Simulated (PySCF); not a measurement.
**A diatomic session: MgI+**

Aim: find the lowest electronic state of MgI+, scan its bond at several levels of theory, and get bond length, wavenumber and dissociation energy from each curve.

Method: Mg aug-cc-pVDZ, I aug-cc-pVDZ-PP with ECP28, scalar-relativistic core potentials; program: PySCF 2.14.0.

## Step 1: The job

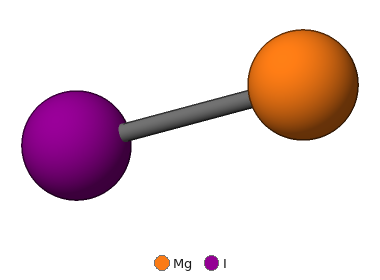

The two atoms at the starting distance (magnesium orange, iodine purple).

The job is set up so:

```yaml
atoms: Mg, I
charge: 1
basis: Mg aug-cc-pVDZ, I aug-cc-pVDZ-PP with ECP28
Hamiltonian: scalar-relativistic core potentials
basis_functions: 59
electrons_treated: 36
masses_in_u: 23.9850, 126.9045
levels: PBE0, PBE, r²SCAN, r²SCAN0, BHandHLYP, B2PLYP, CAM-B3LYP, HF, MP2, SCS-MP2, CCSD, CCSD(T)
grid: 80 radial by 434 angular points
occupations: held fixed by the projection of orbital angular momentum
dissociation_limit: Mg+ + I, each in its ground configuration
starting_distance_in_angstrom: 2.765
values_of_2S_to_try: 0, 2
```

The run is started by

```bash
OMP_NUM_THREADS=1 python dia.py task.json out
```

After this run come: The PBE0 curve of the state that the search chose; Higher solutions at PBE0; PBE; r²SCAN; r²SCAN0 (hybrid meta-GGA); BHandHLYP; B2PLYP (double hybrid); CAM-B3LYP (range-separated hybrid); RHF; MP2 and coupled cluster.

What does the calculation give? Wanted: for each run, Re; ωe; De; μ.

The runs gave:

Lowest PBE0 solution found, without spin–orbit coupling: ¹Σ⁺ (singlet), closed shell. State 2 has its PBE0 minimum 1.56 eV higher. State 3 has its PBE0 minimum 1.60 eV higher, as a spin-mixed determinant (⟨S²⟩ = 1.00), so this is no gap between pure states. The other levels ran on the lowest alone.

```
      level  Re (Å)  ωe (cm⁻¹)  De (eV)   μ (D)
        RHF   2.481        388     1.23  -13.09
    RHF-MP2   2.489        384     2.23     n/a
RHF-SCS-MP2   2.492        380     2.16     n/a
   RHF-CCSD   2.493        378     2.15     n/a
RHF-CCSD(T)   2.496        376     2.23     n/a
        PBE   2.496        363     2.43  -11.39
     r²SCAN   2.475        381     2.34  -12.10
       PBE0   2.476        379     2.32  -11.90
    r²SCAN0   2.466        389     2.26  -12.34
  BHandHLYP   2.472        382     2.10  -12.14
  CAM-B3LYP   2.469        382     2.17  -11.94
     B2PLYP   2.487        374     2.23  -12.26
```

De is counted to Mg+ + I in their ground configurations. A positive dipole points from Mg to I; in an ion it is taken about the centre of mass and does not tell which atom is negative.

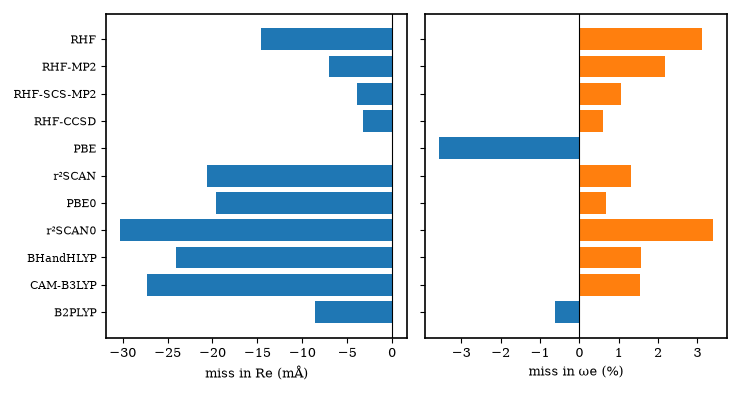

How far each level lies from CCSD(T) in the same basis.

What this shows: Judged by CCSD(T) in the same basis: best bond length PBE (0 mÅ), worst r²SCAN0 (-30 mÅ); best wavenumber RHF-CCSD and B2PLYP (0.6 % off), worst PBE (-3.6 %). Hartree–Fock makes the bond too short and too stiff against this reference, as it mostly does. CCSD(T) in a basis this small is itself some way from its limit, more so than the functionals. Of the levels with a De here, RHF gives the least (1.23 eV) and PBE the most (2.43 eV).

Correlated steps freeze 5 core orbitals. These are scalar-relativistic numbers at best; spin–orbit coupling would shift them, the dissociation energy most. B2PLYP dipoles, levels and charges come from its SCF part alone.
